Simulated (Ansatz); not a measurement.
**GaHO···NH$_{3}$: density, localisation and related maps**

```xyz
7

Ga   -0.6703    0.9005    0.4702
H     1.8520   -0.1970    1.3881
N     2.0625   -0.1818    0.3952
H     1.3354   -0.6501   -0.1449
H     2.2026    0.7715    0.0759
O    -0.6836   -0.5728   -0.6168
H    -1.4576   -0.9170   -1.0737
```

Method: Ansatz 0.2.0, RKS PBE0/def2-SVP.

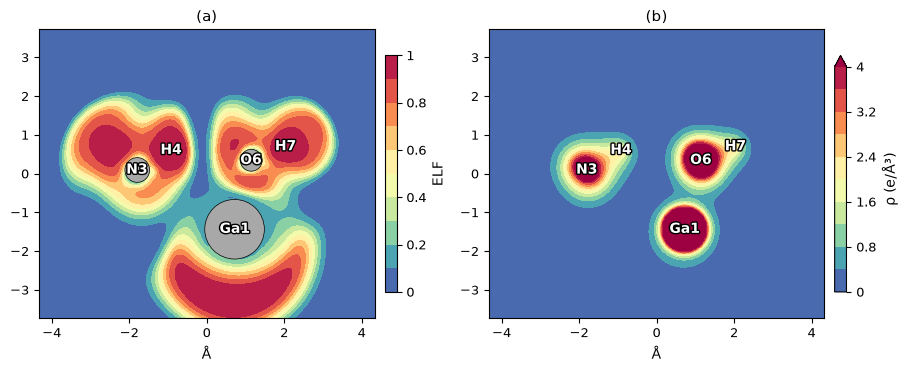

Figure 1. (a) ELF; (b) total electron density on the plane of atoms Ga1, O6 and H7. Grey discs cover the atomic cores in the ELF map.

Q: Describe what can be read from this map.

A: The section cuts through Ga, N, H and O sites. Ga1···N3 (2.94 Å): the density falls to about 0.11 e/Å³ on the way; the ELF dips to about 0.10 between them. Ga–O (1.83 Å): ρ at the midpoint is about 0.77 e/Å³; the ELF peaks at about 0.85 in the valence shell of O, 0.5 Å from its nucleus, and is about 0.20 at the midpoint. O–H (0.96 Å): the density is about 3.6 e/Å³ at the midpoint; the ELF climbs to about 1 towards the hydrogen, as it does in any bond to H; an ordinary covalent bond to hydrogen. N–H (1.02 Å): ρ is about 2.8 e/Å³ halfway; the ELF climbs to about 1 towards the hydrogen; an ordinary covalent bond to hydrogen. The ELF also peaks beside N3 and O6, away from the bonds: lone-pair regions.

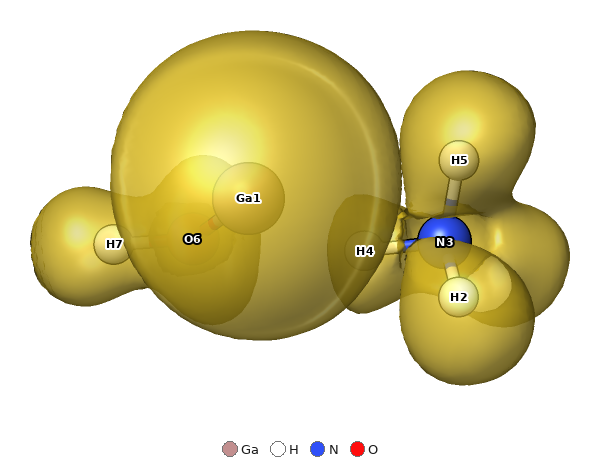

Figure 2. Isosurface of the electron localisation function at 0.75 (yellow), seen from one side. Core shells and regions of very low density are left out.

Q: Identify the bonds, lone pairs and shells in this picture.

A: The surface consists of one lobe on Ga, pointing away from the bonds (lone pairs), one joined region spread over several atoms (H, N), in which their bonds and any lone pairs are merged and one joined region spread over several atoms (H, O), in which their bonds and any lone pairs are merged.

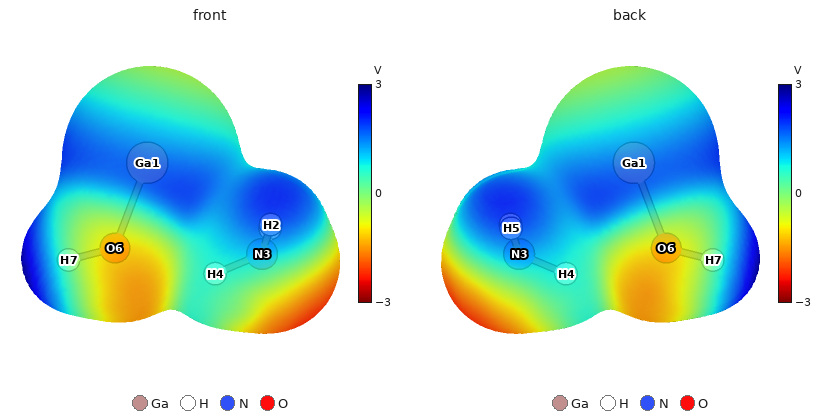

Figure 3. The molecular electrostatic potential painted on the density surface at 0.004 e/bohr³, seen from the front and from behind; the colour scale runs from red (negative) to blue (positive).

Q: Where is the surface potential most negative and most positive?

A: The most negative region (about −2.1 V) lies over N3, the most positive (about +2.8 V) over H7. N3 is the likeliest acceptor of a hydrogen bond.
